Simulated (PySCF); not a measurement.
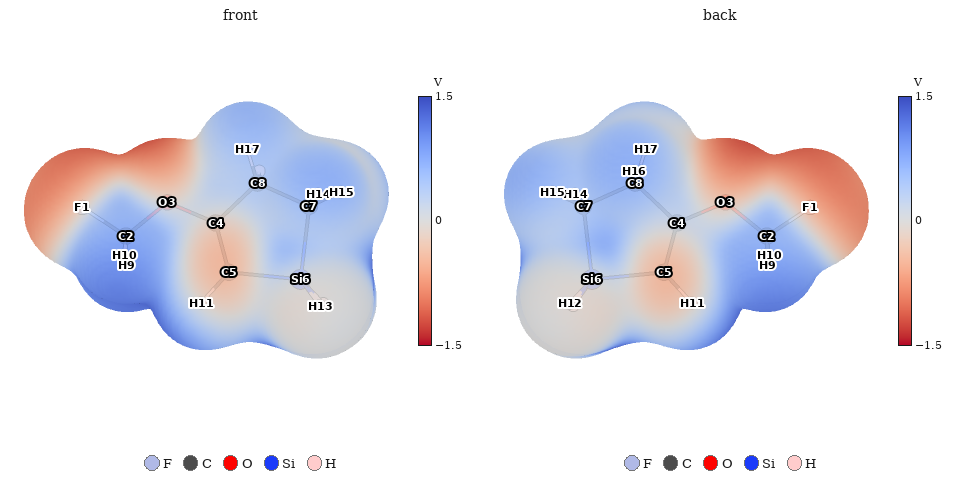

Figure. C$_{5}$H$_{9}$FOSi (SMILES FCOC1=C[SiH2]CC1). The electrostatic potential painted on the density surface at 0.002 e/bohr³, seen from the front and from behind; the colour scale runs from red (negative) to blue (positive).

Geometry: GFN2-xTB.

Theory: PBE0/pcSseg-1, SCF density, gas phase, non-relativistic (PySCF).

The calculation's input:

```
{"job": {"kind": "nmr", "xc": "PBE0", "basis": "pcSseg-1"}, "charge": 0, "multiplicity": 1}
F      3.877076    -0.217244     0.641449
C      2.736209     0.291349     0.120425
O      1.695973    -0.510912     0.557622
C      0.436081    -0.187702     0.144044
C      0.059501     0.822314    -0.642433
Si    -1.790956     0.810155    -0.894570
C     -2.001282    -0.550702     0.427172
C     -0.606595    -1.143498     0.652643
H      2.839553     0.274898    -0.977516
H      2.640637     1.327664     0.485536
H      0.756061     1.527762    -1.061831
H     -2.205538     0.389041    -2.238682
H     -2.458216     2.067636    -0.545514
H     -2.364752    -0.113757     1.356380
H     -2.711037    -1.327679     0.153895
H     -0.494896    -2.084092     0.106923
H     -0.414818    -1.363204     1.704548
```

Launched as:

```sh
OMP_NUM_THREADS=1 python probes_run.py task.json out
```

### Where is the surface potential most negative and most positive?

The most negative region (about −1.1 V, or −25 kcal/mol for a unit charge) lies over O3, the most positive (about +1.2 V, or +28 kcal/mol for a unit charge) over the C, H and Si atoms. O3 is the likeliest acceptor of a hydrogen bond.
